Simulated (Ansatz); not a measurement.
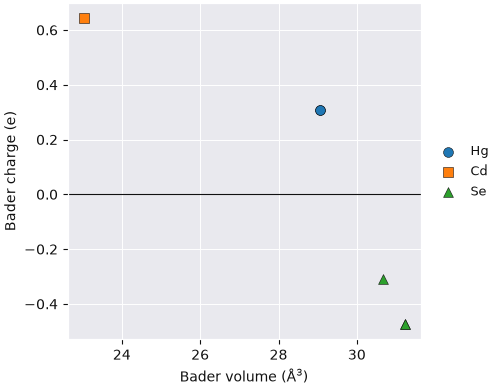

Bader charges of the atoms (positive: electrons lost), against the volumes of their basins.

Structure: CdHg$_{2}$Se$_{3}$, space group C2 (No. 5), 6 atoms in the cell; a = 4.37 Å, b = 4.37 Å, c = 10.06 Å, α = 94.73°, β = 94.73°, γ = 65.54°.

Method: DFT LDA, scalar-relativistic, plane waves, PAW, no spin polarisation, 8×8×4 k mesh, 420 eV cutoff (Ansatz).

**What are the charges by element?**

The Bader charges are Cd +0.64 e, Hg +0.31 e and Se from −0.47 to −0.31 e. Summed over the cell, Cd gives up most (0.6 e) and Se takes most (1.3 e).

**Which atoms take the most room?**

Se has the largest basins, 31.0 Å³ on average, and Cd the smallest, 23.0 Å³.

The structure is an invented one, so it need not be a known or stable phase. The atoms aren't at rest in this cell (largest force 0.4 eV/Å), so the relaxed material can differ. Spin-orbit coupling is left out, which matters for Hg.
